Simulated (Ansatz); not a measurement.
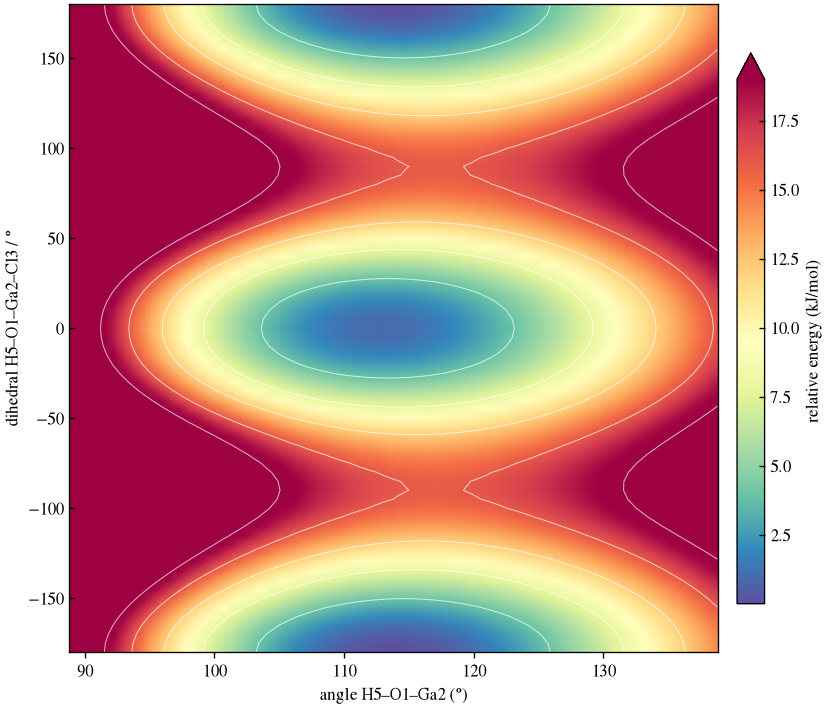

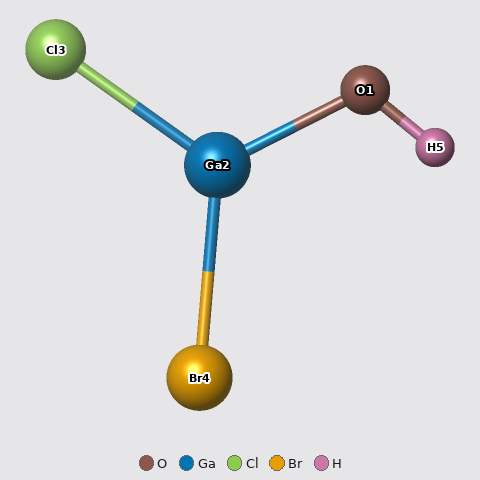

Energy landscape of BrClGaHO, SMILES [OH][Ga]([Cl])[Br]. 
- The first coordinate is: angle H5–O1–Ga2; the second: dihedral H5–O1–Ga2–Cl3.
- Nothing is relaxed (all other coordinates rigid).
- Grid: 9 × 9 points; 45 points were computed and 36 follow by symmetry.
- Points are written as (first, second).
- Energies are in kJ/mol, from the relaxed molecule at the same level.
- These are results of Ansatz 0.2.0, RKS PBE0-D4/def2-SVP, not measurements.

In the figure: a smooth colour map with a few white contour lines, one colour for all values above the top of the scale. Between grid points the surface is interpolated. The second picture is the structure at the lowest point.

Q: Describe this landscape.

A: The lowest grid point is at (113.8°, −180°), 0.0 kJ/mol from the relaxed molecule at the same level. There is a further well near (113.8°, −20°) (2.6 kJ/mol above the lowest at that grid point). The highest grid point, (88.8°, −100°), lies 43.2 kJ/mol above the lowest. On the interpolated surface the easiest way out of the lowest well to the well at about (113°, 0°) passes a barrier of about 16 kJ/mol. Round the minimum the two coordinates are nearly uncoupled.

Time for the 45 points that were run: 7.9 min on 1 thread of Intel(R) Xeon(R) Platinum 8259CL CPU @ 2.50GHz (Skylake/Cascade Lake), on a shared host.
